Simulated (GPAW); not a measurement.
**Si K ELNES/XANES of diamond-type (Si)₁₋ₓ(Ge)ₓ at x = 0.25 from DFT**

Aim: the Si K edge in diamond-type (Si)₁₋ₓ(Ge)ₓ at x = 0.25, one member of a composition series.

Method: X-ray absorption from dipole matrix elements to empty bands, plane-wave PAW PBE, in GPAW 26.7.0.

## 1. Starting point

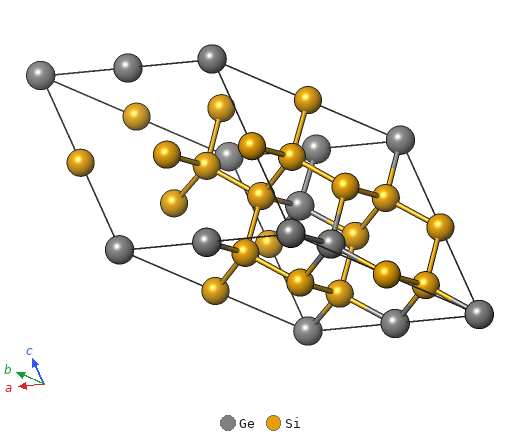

The starting structure, seen from a free direction (germanium grey, silicon orange). Bonds to atoms that aren't drawn are left out. Some periodic images of atoms are drawn too.

The cell holds 16 atoms: 4 Ge and 12 Si. Cell: a = 7.761 Å, b = 7.761 Å, c = 7.761 Å, α = 60.0°, β = 60.0°, γ = 60.0°. 16-atom diamond-type cell, 4 of 16 Si sites taken by Ge at random, lattice constants typed for the ends and interpolated (Vegard).

Coordinates:

```cif
data_structure
_symmetry_space_group_name_H-M 'P 1'
_symmetry_Int_Tables_number 1
_cell_length_a 7.7609
_cell_length_b 7.7609
_cell_length_c 7.7609
_cell_angle_alpha 60.000
_cell_angle_beta 60.000
_cell_angle_gamma 60.000
_cell_volume 330.53
loop_
_atom_site_label
_atom_site_type_symbol
_atom_site_fract_x
_atom_site_fract_y
_atom_site_fract_z
_atom_site_occupancy
Ge1 Ge 0.00046 0.00420 0.00128 1
Si2 Si 0.12547 0.12200 0.12674 1
Si3 Si 0.00114 0.00025 0.50276 1
Si4 Si 0.12467 0.12693 0.62403 1
Si5 Si 0.99850 0.49697 0.00134 1
Ge6 Ge 0.12348 0.62655 0.12766 1
Si7 Si 0.00066 0.50549 0.50055 1
Si8 Si 0.12320 0.62468 0.62829 1
Ge9 Ge 0.49800 0.99904 0.99909 1
Si10 Si 0.62645 0.12416 0.12405 1
Si11 Si 0.49720 0.00161 0.50062 1
Ge12 Ge 0.62383 0.12875 0.62591 1
Si13 Si 0.49961 0.50091 0.00048 1
Si14 Si 0.62598 0.62543 0.12481 1
Si15 Si 0.50111 0.49929 0.49775 1
Si16 Si 0.62293 0.62391 0.62456 1
```

## 2. Relaxation

The cell was built by hand, so its atoms are relaxed first: near-edge features follow bond lengths closely.

File relax.py:

```python
import numpy as np
from ase import Atoms
from ase.parallel import parprint, paropen
from gpaw import GPAW, PW, FermiDirac, Mixer, MixerDif, setup_paths
from ase.optimize import BFGS

atoms = Atoms('GeSi4GeSi2GeSi2GeSi4',
    cell=[[0, 5.48775, 5.48775],
     [5.48775, 0, 5.48775],
     [5.48775, 5.48775, 0]],
    scaled_positions=[[0.000459, 0.004204, 0.001283],
     [0.125471, 0.121999, 0.126744],
     [0.001139, 0.000248, 0.502762],
     [0.124667, 0.126933, 0.624032],
     [0.998495, 0.496968, 0.001336],
     [0.123485, 0.626547, 0.127659],
     [0.000663, 0.505494, 0.500548],
     [0.1232, 0.624676, 0.628287],
     [0.497997, 0.999038, 0.99909],
     [0.626445, 0.124158, 0.124054],
     [0.497196, 0.001608, 0.500615],
     [0.623828, 0.128753, 0.625905],
     [0.499605, 0.500906, 0.000478],
     [0.625982, 0.625433, 0.12481],
     [0.501108, 0.499295, 0.497751],
     [0.622929, 0.623913, 0.624564]],
    pbc=True)
atoms.calc = GPAW(legacy_gpaw=True, mode=PW(400, force_complex_dtype=True), xc='PBE', setups={},
    kpts={'size': (3, 3, 3), 'gamma': True}, occupations=FermiDirac(0.08),
    charge=0, mixer=Mixer(0.1, 5, 50), maxiter=150,
    convergence={'density': 0.0001, 'eigenstates': 1e-6}, txt='relax.txt')
steps = []
opt = BFGS(atoms, logfile='-')
opt.attach(lambda: steps.append([atoms.get_potential_energy(), float(np.linalg.norm(atoms.get_forces(), axis=1).max())]))
done = opt.run(fmax=0.05, steps=30)
out = dict(done=bool(done), steps=steps, frac=atoms.get_scaled_positions().tolist())
import json
with paropen('out.json', 'w') as f:
    json.dump(out, f)
```

Started as:

```console
> OMP_NUM_THREADS=1 mpirun -n 4 gpaw python relax.py
```

Numbers of over 12 decimals in the logs are rounded to 6 here.

Output:

```text
Input parameters:
  convergence: {density: 0.0001,
                eigenstates: 1e-06}
  kpts: {gamma: True,
         size: (3, 3, 3)}
  maxiter: 150
  mixer: {backend: pulay,
          beta: 0.1,
          method: separate,
          nmaxold: 5,
          weight: 50}
  mode: {ecut: 400.0,
         force_complex_dtype: True,
         name: pw}
  occupations: {fixmagmom: False,
                name: fermi-dirac,
[...]
No difference between direct/indirect transitions

Forces in eV/Ang:
[...]
14 Si    0.01577    0.02704   -0.00335
 15 Si    0.00004    0.00578    0.01083
Step     Time          Energy          fmax
BFGS:    0 03:10:49      -82.144353        0.957754
BFGS:    1 03:11:08      -82.217541        0.683226
BFGS:    2 03:11:28      -82.303956        0.119670
BFGS:    3 03:11:40      -82.305314        0.081380
BFGS:    4 03:11:55      -82.306713        0.033505
[key lines of the parts left out:]
Converged after 8 iterations.
Dipole moment: (-24.312701, -23.726085, -23.849362) |e|*Ang
Free energy:    -82.306713
Fermi level: 5.73100
```

Elapsed: 1.7 min, on 4 MPI ranks of Intel Xeon Platinum 8259CL at 2.50GHz (Skylake/Cascade Lake), shared host; peak memory 0.3 GiB.

In 4 steps the energy fell by 161 meV (energies extrapolated to zero smearing) and the largest force to 0.034 eV/Å. Atom 2 (Si; the text counts from 1, the script from 0) is among those that moved most, by 0.05 Å.

## 3. The field without a hole

A plain self-consistent run shows whether there is a gap, which decides the set-up of the core-hole run.

File scf.py:

```python
import numpy as np
from ase import Atoms
from ase.parallel import parprint, paropen
from gpaw import GPAW, PW, FermiDirac, Mixer, MixerDif, setup_paths
from gpaw.test import gen
setup_paths.insert(0, '.')
gen('Si', name='nch1s', xcname='PBE', corehole=(1, 0, 0), write_xml=True)
from gpaw.mpi import world
world.barrier()

atoms = Atoms('GeSi4GeSi2GeSi2GeSi4',
    cell=[[0, 5.48775, 5.48775],
     [5.48775, 0, 5.48775],
     [5.48775, 5.48775, 0]],
    scaled_positions=[[0.9981364, 0.0062648, 0.9984853],
     [0.1217417, 0.126827, 0.1310746],
     [0.004387, 0.9988047, 0.5011508],
     [0.1260387, 0.1298417, 0.6202109],
     [0.9986172, 0.4969494, 0.0009137],
     [0.1255555, 0.6216475, 0.1273079],
     [0.9970905, 0.5014975, 0.5054808],
     [0.124736, 0.6253385, 0.6273997],
     [0.498416, 0.9982925, 0.0044763],
     [0.621389, 0.1282943, 0.1281743],
     [0.4979154, 0.9992005, 0.4984111],
     [0.6263179, 0.1274525, 0.619836],
     [0.5038265, 0.4985207, 0.9985852],
     [0.6267886, 0.6200299, 0.1259113],
     [0.4979178, 0.5055975, 0.4975027],
     [0.6237928, 0.6256214, 0.6250185]],
    pbc=True)
atoms.calc = calc = GPAW(legacy_gpaw=True, mode=PW(400, force_complex_dtype=True), xc='PBE', setups={2: 'nch1s'},
    kpts={'size': (3, 3, 3), 'gamma': True}, occupations=FermiDirac(0.05),
    charge=0, mixer=Mixer(0.1, 5, 50), maxiter=150,
    convergence={'density': 0.0001, 'eigenstates': 1e-6}, txt='scf.txt')
energy = atoms.get_potential_energy() + calc.get_reference_energy()
ef = calc.get_fermi_level()
out = dict(energy=energy, fermi=ef, forces=atoms.get_forces().tolist())
parprint(f'all-electron energy {energy:.4f} eV, Fermi level {ef:.4f} eV')
ev = np.array([[calc.get_eigenvalues(k, s) for k in range(len(calc.get_ibz_k_points()))] for s in range(calc.get_number_of_spins())])
out['homo'], out['lumo'], out['counts'] = ev[ev < ef].max(), ev[ev > ef].min(), sorted(set((ev < ef).sum((0, 2)).tolist()))
out['filled'] = (ev[:, 0] < ef).sum(1).tolist()
import json
with paropen('out.json', 'w') as f:
    json.dump(out, f)
```

Started as:

```console
> OMP_NUM_THREADS=1 mpirun -n 4 gpaw python scf.py
```

Output:

```text
Input parameters:
  convergence: {density: 0.0001,
                eigenstates: 1e-06}
  kpts: {gamma: True,
         size: (3, 3, 3)}
  maxiter: 150
  mixer: {backend: pulay,
          beta: 0.1,
          method: separate,
          nmaxold: 5,
          weight: 50}
  mode: {ecut: 400.0,
         force_complex_dtype: True,
         name: pw}
  occupations: {fixmagmom: False,
                name: fermi-dirac,
                width: 0.05}
  setups: {2: nch1s}
  xc: PBE

Initialize ...

[... PAW data sets ...]

Reference energy: -323026.682656  # eV

Spin-paired calculation

[... convergence settings ...]
Symmetries present (total): 1
  [... symmetry matrices ...]

27 k-points: 3 x 3 x 3 Monkhorst-Pack grid
14 k-points in the irreducible part of the Brillouin zone
       k-points in crystal coordinates                weights
   0:     0.00000000    0.00000000    0.00000000          1/27
   1:     0.00000000    0.00000000    0.33333333          2/27
   2:     0.00000000    0.33333333   -0.33333333          2/27
   3:     0.00000000    0.33333333    0.00000000          2/27
   4:     0.00000000    0.33333333    0.33333333          2/27
   5:     0.33333333   -0.33333333   -0.33333333          2/27
   6:     0.33333333   -0.33333333    0.00000000          2/27
   7:     0.33333333   -0.33333333    0.33333333          2/27
   8:     0.33333333    0.00000000   -0.33333333          2/27
   9:     0.33333333    0.00000000    0.00000000          2/27
          ...
  13:     0.33333333    0.33333333    0.33333333          2/27

Wave functions: Plane wave expansion
  Cutoff energy: 400.000 eV
  Number of coefficients (min, max): 5960, 6039
  Pulay-stress correction: 0.000000 eV/Ang^3 (de/decut=0.000000)
  Using FFTW library
  Wavefunction extrapolation:
    Improved wavefunction reuse through dual PAW basis

Occupation numbers: Fermi-Dirac:
  width: 0.0500  # eV

Eigensolver
   Davidson(niter=2)

Densities:
  Coarse grid: 36*36*36 grid
  Fine grid: 72*72*72 grid
  Total Charge: 0.000000

Density mixing:
  Method: separate
  Backend: pulay
  Linear mixing parameter: 0.1
  old densities: 5
  Width of damping distribution: 1.1
  Damping of long wavelength oscillations: 50

[... Hamiltonian set-up ...]
Number of atoms: 16
Number of atomic orbitals: 64
Number of bands in calculation: 43
Number of valence electrons: 64
Bands to converge: occupied

... initialized

Initializing position-dependent things.

Density initialized from atomic densities
Creating initial wave functions:
  43 bands from LCAO basis set

                     Si

             Si        Ge  Si
                  Ge    Si  Si
               Si
                    Si
                 Ge
                         Si
         Si           Si
              Ge

                Si
       Si

Atomic positions and initial magnetic moments

Positions:
   0 Ge     5.513817   10.956961    5.511903    ( 0.0000,  0.0000,  0.0000)
   1 Si     1.415300    1.387393    1.364083    ( 0.0000,  0.0000,  0.0000)
   2 Si     8.231381    2.774265    5.505265    ( 0.0000,  0.0000,  0.0000)
   3 Si     4.116101    4.095231    1.404208    ( 0.0000,  0.0000,  0.0000)
   4 Si     2.732148    5.485176    8.207296    ( 0.0000,  0.0000,  0.0000)
   5 Ge     4.110080    1.387651    4.100463    ( 0.0000,  0.0000,  0.0000)
   6 Si     5.526045    8.245736    8.223876    ( 0.0000,  0.0000,  0.0000)
[...]
13 Si     4.093539    4.130629    6.842228    ( 0.0000,  0.0000,  0.0000)
  14 Si     5.504763    5.462619    5.507041    ( 0.0000,  0.0000,  0.0000)
  15 Si     6.863199    6.853164    6.856473    ( 0.0000,  0.0000,  0.0000)

Unit cell:
           periodic     x           y           z      points  spacing
  1. axis:    yes    0.000000    5.487750    5.487750    36     0.1760
  2. axis:    yes    5.487750    0.000000    5.487750    36     0.1760
  3. axis:    yes    5.487750    5.487750    0.000000    36     0.1760

  Lengths:   7.760850   7.760850   7.760850
  Angles:   60.000000  60.000000  60.000000

Effective grid spacing dv^(1/3) = 0.1921

iter:   1   -82.891054
iter:   2   -82.824323   -1.91  -0.82
iter:   3   -83.137533   -1.32  -0.85
iter:   4   -82.425670   -2.50  -1.09
iter:   5   -82.376574   -2.72  -1.56
iter:   6   -82.349085   -3.63  -1.57
iter:   7   -82.315727   -3.64  -1.75
iter:   8   -82.316154   -2.91  -2.08
iter:   9   -82.305352c  -4.11  -2.23
iter:  10   -82.304032c  -4.11  -2.64
iter:  11   -82.303966c  -6.14c -3.24
iter:  12   -82.303970c  -6.15c -3.42
iter:  13   -82.303963c  -6.50c -3.48
iter:  14   -82.303969c  -7.02c -3.62
iter:  15   -82.303966c  -7.00c -3.81
iter:  16   -82.303968c  -7.47c -4.09c

Converged after 16 iterations.

Dipole moment: (-24.308015, -23.721822, -23.844894) |e|*Ang

Energy contributions relative to reference atoms: (reference = -323026.682656)

Kinetic:       +146.984266
Potential:     -129.483059
External:        +0.000000
XC:             -99.679768
Entropy (-ST):   -0.001348
Local:           -0.124732
SIC:             +0.000000
--------------------------
Free energy:    -82.304642
Extrapolated:   -82.303968

Showing only first 2 kpts
 Kpt  Band  Eigenvalues  Occupancy
  0    30      5.50532    1.97601
  0    31      5.51558    1.97063
  0    32      5.89679    0.06347
  0    33      6.01287    0.00641

  1    30      5.04778    2.00000
  1    31      5.05500    2.00000
  1    32      6.35059    0.00001
  1    33      6.60978    0.00000

Fermi level: 5.72589

Gap: 0.381 eV
Transition (v -> c):
  (s=0, k=0, n=31, [0.00, 0.00, 0.00]) -> (s=0, k=0, n=32, [0.00, 0.00, 0.00])
No difference between direct/indirect transitions

Forces in eV/Ang:
  0 Ge   -0.00209    0.00908   -0.01271
  1 Si   -0.00982   -0.02382    0.01287
  2 Si   -0.00287   -0.00829   -0.00408
  3 Si   -0.01553    0.00990   -0.01271
  4 Si    0.00771   -0.02761    0.01827
  5 Ge    0.00639    0.02120   -0.00007
  6 Si   -0.01999   -0.00112   -0.00449
[...]
13 Si    0.01000    0.00844   -0.00949
 14 Si    0.01243    0.03157   -0.00380
 15 Si    0.00124    0.00516    0.00932
Scalar-relativistic atomic PBE calculation for Si (Silicon, Z=14)
Core hole in 1s state (1s occupation: 2.0)
450 radial gridpoints.
|------------------------------------------------|
|------------------------------------------------|
[... the atom generator's iteration count ...]

Energy contributions:
-------------------------
Kinetic:     +290.505138
XC:           -20.648327
Potential:   -559.674629
-------------------------
Total:       -289.817817

state      eigenvalue         ekin         rmax
-----------------------------------------------
1s^2.0 :   -65.623113    92.786473        0.073
2s^2.0 :    -5.126087    13.134468        0.455
2p^6.0 :    -3.511732    12.248328        0.388
3s^2.0 :    -0.397334     1.579131        1.789
3p^2.0 :    -0.149969     1.007513        2.155
-----------------------------------------------
(units: Bohr and Hartree)

Generating PAW setup
Kinetic energy of the core from tauc = 285.948705
Cutoffs:
rc(s)=2.000
rc(p)=2.000
rc(d)=2.000
rc(vbar)=1.800
rc(comp)=2.000
rc(nct)=2.000

Kinetic energy of the core states: 285.331851
Charge: 0.0
Core electrons: 10.0
Valence electrons: 4.0
Pseudo-core charge: 0.181389
Shape function alpha=2.500
Pseudo-electron charge 4.411452
state    eigenvalue         norm
--------------------------------
3s(2) :    -0.397334     1.109262
*s    :     0.602666
3p(2) :    -0.149969     1.005769
*p    :     0.850031
*d    :     0.000000
--------------------------------

Diagonalizing with gridspacing h=0.050

state   all-electron     PAW
-------------------------------
3s:      -0.397334    -0.397486
3p:      -0.149969    -0.150100
*d:                    0.031888
*f:                    0.068154
-------------------------------
all-electron energy -323108.9866 eV, Fermi level 5.7259 eV
```

It took 39 s on 4 MPI ranks; peak memory 0.29 GiB.

The mesh shows a gap of 0.38 eV. The excited electron is kept all the same, so that all members of the series, with or without a gap, are treated alike.

## 4. Cell without a hole, the energy reference

The photon energy needs a difference of total energies, so the cell and mesh of the coming hole run are first run without a hole.

scf.py: that of step 3 with these lines changed.

```diff
@@ -32,3 +32,3 @@
 atoms.calc = calc = GPAW(legacy_gpaw=True, mode=PW(400, force_complex_dtype=True), xc='PBE', setups={2: 'nch1s'},
-    kpts={'size': (3, 3, 3), 'gamma': True}, occupations=FermiDirac(0.05),
+    kpts={'size': (3, 3, 3), 'gamma': True}, occupations=FermiDirac(0.02),
     charge=0, mixer=Mixer(0.1, 5, 50), maxiter=150,
```

Output:

```text
Input parameters:
  convergence: {density: 0.0001,
                eigenstates: 1e-06}
  kpts: {gamma: True,
         size: (3, 3, 3)}
  maxiter: 150
  mixer: {backend: pulay,
          beta: 0.1,
          method: separate,
          nmaxold: 5,
          weight: 50}
  mode: {ecut: 400.0,
         force_complex_dtype: True,
         name: pw}
  occupations: {fixmagmom: False,
                name: fermi-dirac,
[...]
3s(2) :    -0.397334     1.109262
*s    :     0.602666
3p(2) :    -0.149969     1.005769
*p    :     0.850031
*d    :     0.000000
--------------------------------

Diagonalizing with gridspacing h=0.050

state   all-electron     PAW
-------------------------------
3s:      -0.397334    -0.397486
3p:      -0.149969    -0.150100
*d:                    0.031888
*f:                    0.068154
-------------------------------
all-electron energy -323108.9870 eV, Fermi level 5.7126 eV
[key lines of the parts left out:]
Converged after 16 iterations.
Dipole moment: (-24.306430, -23.720384, -23.843457) |e|*Ang
Free energy:    -82.304375
Fermi level: 5.71260
```

It took 37 s on 4 MPI ranks; peak memory 0.29 GiB.

Reference energy: -323108.987 eV with the cores included.

[end of part 1 of 3]

[Banner, clock and machine lines of the logs are left out without a mark of their own.]

[Logs are printed without paths, hosts, clocks, repeated set-up lines and the standing remarks that a program may print on its own settings, such as how far it seeks lower states.]

[Hosts, paths, dates, database ids (printed as entryN), source tags and the programs' standing remarks are cut or masked in the printed files.]

[Lists of maxima count a maximum above −3 eV only where it reaches 4 % of the highest in the window and stands out from its surroundings by 2 % of it (1.5 % where it reaches 55 %); shoulders and weaker maxima are passed over, and of the rest the first, up to two pre-edge ones and the few strongest are named.]
